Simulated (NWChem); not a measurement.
**One shape, several levels: doublet [Cl2]−**

Wanted: a comparison of 6 runs (UHF/STO-3G, UHF/3-21G, UB3LYP/6-31G*, UM06-2X/aug-cc-pVTZ, UPBE0/aug-cc-pVTZ) of doublet [Cl2]−. 

Program for the calculation: NWChem 7.3.0.

18 further runs of the same task are left out: 18 set aside as unsound or not needed.

### Step 1. Starting point

[Cl2]−: 2 atoms, total charge -1, spin state doublet. As SMILES of the parent species, `ClCl`. The coordinates come from a PBE0-D4/def2-TZVP relaxation. That shape belongs to the parent species and isn't relaxed for this state.

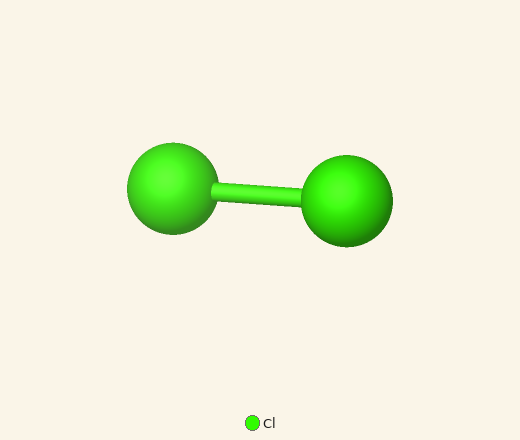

Viewed from a chosen angle; chlorine green.

### Step 2. A single-point energy at UHF/STO-3G (run 1)

input.nw

```
start input
title "Cl2"
memory stack 880 mb heap 220 mb global 1100 mb
charge -1

geometry noautosym nocenter noautoz
   Cl     0.845690    -0.281600     0.433600
   Cl    -0.845690     0.281600    -0.433600
end

basis "ao basis" spherical bse
   Cl library STO-3G
end

scf
   doublet
   uhf
   thresh 1e-08
   maxiter 80
   noprint "final vectors analysis"
end

task scf
```

Run with:

```console
$ nwchem input.nw > input.out
```

What it wrote:

```text
[...]
  functions       =    18
[...]
  wavefunction    = UHF
[...]
         Total SCF energy =   -908.976779130360
      One electron energy =  -1427.136889914639
      Two electron energy =    441.015972620001
 Nuclear repulsion energy =     77.144138164278
                       Sz =      0.5000
                 Sz(Sz+1) =      0.7500
                      S^2 =      0.7500
[...]
```

Wall time 0.72 s (1 thread of Intel Xeon 6975P-C (Granite Rapids), shared host); peak memory 0.097 GiB.

### Step 3. A single-point energy at UHF/3-21G (run 2)

mol.nw

```
start mol
title "Cl2"
memory stack 880 mb heap 220 mb global 1100 mb
charge -1

geometry units angstrom noautosym nocenter noautoz
  Cl     0.845690    -0.281600     0.433600
  Cl    -0.845690     0.281600    -0.433600
end

basis "ao basis" spherical bse
  * library 3-21G
end

scf
  doublet
  uhf
  thresh 1e-08
  maxiter 80
  noprint "final vectors analysis"
end

task scf
```

Run with:

```console
$ nwchem mol.nw > mol.out
```

What it wrote:

```text
[...]
  functions       =    26
[...]
  wavefunction    = UHF
[...]
         Total SCF energy =   -914.535190410945
      One electron energy =  -1429.362617657655
      Two electron energy =    437.683289082431
 Nuclear repulsion energy =     77.144138164278
                       Sz =      0.5000
                 Sz(Sz+1) =      0.7500
                      S^2 =      0.7540
[...]
```

It took 0.85 s on 1 thread of Intel Xeon 6975P-C (Granite Rapids), shared host; peak memory 0.097 GiB.

### Step 4. The energy at UB3LYP/6-31G(d) (spherical functions) (run 3)

cl2.nw

```
start cl2
title "Cl2"
memory total 2200 mb
charge -1
geometry units au noautosym nocenter noautoz
Cl   1.59812249  -0.53214688   0.81938525
Cl  -1.59812249   0.53214688  -0.81938525
end
basis spherical bse
* library 6-31G*
end
dft
xc b3lyp
mult 2
grid xfine
convergence energy 1e-08
iterations 100
mulliken
print low
end
task dft
```

Run with:

```console
$ nwchem cl2.nw > cl2.out
```

What it wrote:

```text
[...]
 d= 0,ls=0.0,diis     1   -920.1860819345 -9.97D+02  7.03D-02  3.34D-01     0.5
[...]
 d= 0,ls=0.0,diis     7   -920.3569812929 -1.33D-09  4.45D-07  3.15D-11     2.5
[...]
         Total DFT energy =     -920.356981292918
      One electron energy =    -1434.403506933530
           Coulomb energy =      493.790813038062
    Exchange-Corr. energy =      -56.888419797918
 Nuclear repulsion energy =       77.144132400468
[...]
      Total Density - Mulliken Population Analysis
     ---------------------------------------------
    Atom       Charge   Shell Charges
 -----------   ------   -------------------------------------------------------
    1 Cl  17    17.50   2.00  2.00  5.97  1.40  3.56  0.57  1.97  0.04
    2 Cl  17    17.50   2.00  2.00  5.97  1.40  3.56  0.57  1.97  0.04
[...]
      <S2> =      0.7515 (Exact =     0.7500)
[...]
```

It took 3.3 s on 1 thread of Intel Xeon 6975P-C (Granite Rapids), shared host; peak memory 0.11 GiB.

Runs 4 to 5 aren't shown in full; the table further down has their settings and results.

### Step 5. A single-point energy at UPBE0/aug-cc-pVTZ (run 6)

nw.xyz

```xyz
2
Cl2
Cl     0.845690    -0.281600     0.433600
Cl    -0.845690     0.281600    -0.433600
```

run.py

```python
from ase.io import read
from ase.calculators.nwchem import NWChem

system = read('nw.xyz')

calc = NWChem(
    label='nw',
    theory='dft',
    memory='2200 mb',
    basis='aug-cc-pVTZ',
    basispar='spherical bse',
    charge=-1,
    dft={'xc': 'pbe0', 'mult': '2', 'grid': 'fine', 'convergence': 'energy 1e-08', 'iterations': '100', 'mulliken': None},
    task='energy',
)
system.calc = calc

print(f"energy = {system.get_potential_energy():.6f} eV")
```

Run with:

```console
$ export ASE_NWCHEM_COMMAND="nwchem PREFIX.nwi > PREFIX.nwo"
$ python run.py
```

What it wrote:

```text
energy = -25038.119619 eV
```

The calculator wrote nw.nwi:

```
title "nw"

permanent_dir nw

scratch_dir nw

start nw

geometry units angstrom nocenter noautosym noautoz
  Cl 8.4569000000000005e-01 -2.8160000000000002e-01 4.3359999999999999e-01
  Cl -8.4569000000000005e-01 2.8160000000000002e-01 -4.3359999999999999e-01
end

charge -1

memory 2200 mb

basis spherical bse noprint
   * library aug-cc-pVTZ
end

dft
  xc pbe0
  mult 2
  grid fine
  convergence energy 1e-08
  iterations 100
  mulliken
end

task dft energy
```

nw.nwo:

```text
Northwest Computational Chemistry Package (NWChem) 7.3.0
             --------------------------------------------------------

           Job information
           ---------------

    nwchem branch   = 7.3.0
    use scalapack   = T
    input           = nw.nwi
    prefix          = nw.
    data base       = nw/nw.db
    status          = startup
    nproc           =        1

           Memory information
           ------------------

    heap     =     72089594 doubles =      550.0 Mbytes
    stack    =     72089599 doubles =      550.0 Mbytes
    global   =    144179200 doubles =     1100.0 Mbytes (distinct from heap & stack)
    total    =    288358393 doubles =     2200.0 Mbytes
    verify   = yes
    hardfail = no

           Directory information
           ---------------------

  0 permanent = nw
  0 scratch   = nw

                                NWChem Input Module
                                -------------------

                                        nw
                                        --

[... 20 lines left out ...]
            Nuclear Dipole moment (a.u.)
[... 37 lines left out ...]
  convergence criterion.
[... 16 lines left out ...]
          Convergence on density requested:  1.00D-05
[... 20 lines left out ...]
          Spatial weights used:  Erf1
[... 3 lines left out ...]
          Convergence aids based upon iterative change in
[... 78 lines left out ...]
         Total DFT energy =     -920.133932054846
[... 1 line left out ...]
           Coulomb energy =      492.177904099445
[... 1 line left out ...]
 Nuclear repulsion energy =       77.144138164278
[... 721 lines left out ...]
                     DFT Final Beta Molecular Orbital Analysis
[... 789 lines left out ...]
   alpha     91     92     93     94     95     96     97     98     99    100
    beta     91     92     93     94     95     96     97     98     99    100
 overlap   0.997  0.997  1.000  1.000  1.000  1.000  1.000  1.000  1.000  1.000

     --------------------------
     Expectation value of S2:
     --------------------------
      <S2> =      0.7528 (Exact =     0.7500)

 center of mass
 --------------
 x =   0.00000000 y =   0.00000000 z =   0.00000000

 moments of inertia (a.u.)
 ------------------
          66.760594291397          59.477521557716         -91.581865580347
          59.477521557716         225.576162445203          30.495161758358
         -91.581865580347          30.495161758358         198.425519958020

     Multipole analysis of the density
     ---------------------------------

     L   x y z        total         alpha         beta         nuclear
     -   - - -        -----         -----         ----         -------
     0   0 0 0     -1.000000    -18.000000    -17.000000     34.000000

     1   1 0 0      0.000000      0.000000      0.000000      0.000000
[... 8 lines of this table left out ...]
     2   0 0 2    -24.223814    -25.447943    -21.603202     22.827331

 Task  times  cpu:       34.1s     wall:       34.1s
 Total times  cpu:       34.2s     wall:       34.2s
```

Run time: 35 s. Hardware: 1 thread of Intel Xeon 6975P-C (Granite Rapids), shared host; peak memory 0.11 GiB.

### Step 6. Overview of the runs

| run | level | iteration cap | module | energy (Eh) | ⟨S²⟩ | wall time |
| --- | --- | --- | --- | --- | --- | --- |
| 1 | UHF/STO-3G | 80 | scf | -908.976779 | 0.750 | 0.72 s |
| 2 | UHF/3-21G | 80 | scf | -914.535190 | 0.754 | 0.85 s |
| 3 | UB3LYP/6-31G* (spherical functions) | 100 | dft | -920.356981 | 0.751 | 3.3 s |
| 4 | UM06-2X/aug-cc-pVTZ | 100 | dft | -920.400245 | 0.753 | 41 s |
| 5 | UB3LYP/6-31G* (Cartesian functions) | 100 | dft | -920.364046 | 0.751 | 3.9 s |
| 6 | UPBE0/aug-cc-pVTZ | 100 | dft | -920.133932 | 0.753 | 35 s |

### Step 7. Outcome

| quantity | value |
| --- | --- |
| run 6: total energy | -920.13393 Eh |
| run 6: HOMO energy (highest over α and β) | 1.30 eV |
| run 6: LUMO energy (lowest over α and β) | 3.90 eV |
| run 6: ⟨S²⟩ | 0.753 |

**Reading.** Totals of different functionals can't be ranked against each other. In runs 5, 6 the HOMO lies above zero, so the outermost electron may be held by the basis alone. In run 1 the basis is minimal, so the values are rough. All runs together took 85 s, the longest 41 s.
